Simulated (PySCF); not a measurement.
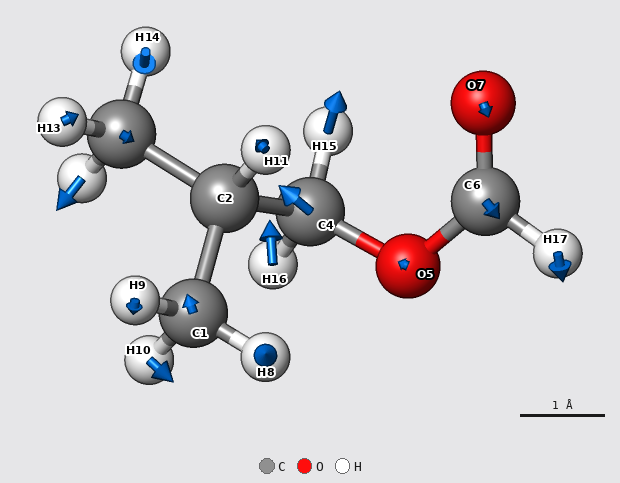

A relaxation of C5H10O2. The starting structure is drawn; blue arrows show the displacements, magnified 10 times. The two geometries are superimposed by the best rigid fit.

The picture is a ball-and-stick view, seen at a tilt.

The start comes from GFN2-xTB. Its atoms were then displaced at random by about 0.01 Å.

Computed with PBE0-D3(BJ)/def2-TZVP geometry optimisation, gas phase in PySCF. 

Question: What did the optimiser do to the structure, and how much energy did it gain?

Answer: The energy falls by 0.121 eV in 8 geometry steps. The largest move after the best rigid fit is that of an H atom, 0.066 Å. By element the largest moves are H 0.066 Å, C 0.055 Å, O 0.019 Å. Some distances before and after: C–C 1.562 → 1.517 Å, C–H 1.063 → 1.094 Å, C–O 1.408 → 1.436 Å, C–C 1.539 → 1.521 Å. Bond angles that change, for instance: H–C–H 110.9° → 108.1°, O–C–H 111.5° → 108.8°, C–C–H 108.1° → 110.7°. Cost: 15 min on 2 threads of Intel(R) Xeon(R) Processor @ 2.50GHz, with other jobs on the host.
